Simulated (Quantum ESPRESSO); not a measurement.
**Cost against accuracy: K_POINTS for InOF (P1, 12 atoms in the cell)**

Cell: a = 5.4939 Å, b = 5.4939 Å, c = 6.2205 Å, α = 111.49°, β = 111.49°, γ = 99.81°.

Method: PBEsol, GBRV 1.5 ultrasoft (PBESOL) pseudopotentials (plane waves; Quantum ESPRESSO 7.5).

Base settings: ecutwfc = 40 Ry; ecutrho = 200 Ry; occupations = smearing; smearing = gaussian; degauss = 0.000734986 Ry; potentials = {In: in_pbesol_v1.4.uspp.F.UPF, O: o_pbesol_v1.2.uspp.F.UPF, F: f_pbesol_v1.4.uspp.F.UPF}; K_POINTS = automatic 3 3 3 0 0 0; conv_thr = 1e-10 Ry; mixing_beta = 0.7.

Misses are taken against the tightest run, automatic 6 6 5 0 0 0, which need not be fully converged itself. The energy is the free energy per atom.

The count of work is k-points × plane waves × bands × iterations; it is no time, and leaves out set-up, grids and terms that scale otherwise. Core times come from one kind of shared machine and are given to one figure; runs under 30 s give none.

The starting cell comes from a database of computed structures (which also holds hypothetical and non-ambient phases and stackings), without a prior relaxation at this level. Its lattice was rescaled by a random factor within 2.5 % of one. In the base run, forces exceed 1 eV/Å.

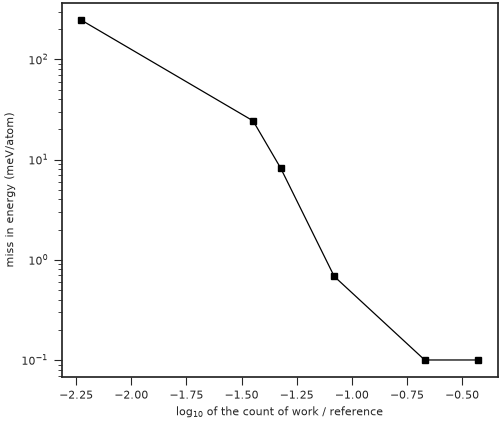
Fig. 1. Miss against the count of work; the reference run is not drawn, and misses under 0.1 meV/atom are drawn there.

| K_POINTS | energy less reference (meV/atom) | pressure less reference (GPa) | largest difference in the force on any atom (eV/Å) | count of work / reference | core time / reference (rough) |
|---|---|---|---|---|---|
| automatic 1 1 1 0 0 0 | 246.24 | -0.35 | 0.499 | 0.0059 | 0.02 |
| automatic 2 2 1 0 0 0 | 24.36 | -0.29 | 0.061 | 0.036 | 0.05 |
| automatic 2 2 2 0 0 0 | 8.24 | -0.16 | 0.035 | 0.048 | 0.06 |
| automatic 3 3 3 0 0 0 | 0.68 | -0.03 | 0.004 | 0.083 | 0.06 |
| automatic 4 4 4 0 0 0 | 0.05 | -0.01 | 0.001 | 0.21 | 0.2 |
| automatic 5 5 5 0 0 0 | 0.01 | 0.00 | 0.000 | 0.38 | 0.3 |
| automatic 6 6 5 0 0 0 | 0.00 | 0.00 | 0.000 | 1.0 | 1 |

Coarsest setting among those run that, with all tighter ones, holds the energy within 10 meV/atom of the reference: automatic 2 2 2 0 0 0, off by 8.2 meV/atom; it needs 0.048 of the reference's count of work and about 0.06 of the reference's time.

Coarsest setting among those run that, with all tighter ones, holds the energy within 2 meV/atom of the reference: automatic 3 3 3 0 0 0, off by 0.68 meV/atom; it needs 0.083 of the reference's count of work and about 0.06 of the reference's time.

Smallest miss in the energy for at most 0.1 times the reference's count of work: automatic 3 3 3 0 0 0, with a miss of 0.68 meV/atom at a count of 0.083.

The step from automatic 2 2 2 0 0 0 to automatic 4 4 4 0 0 0: it takes the miss in the energy from 8.2 to 0.05 meV/atom, for 4.5 times the count of work and roughly 4 times the time.
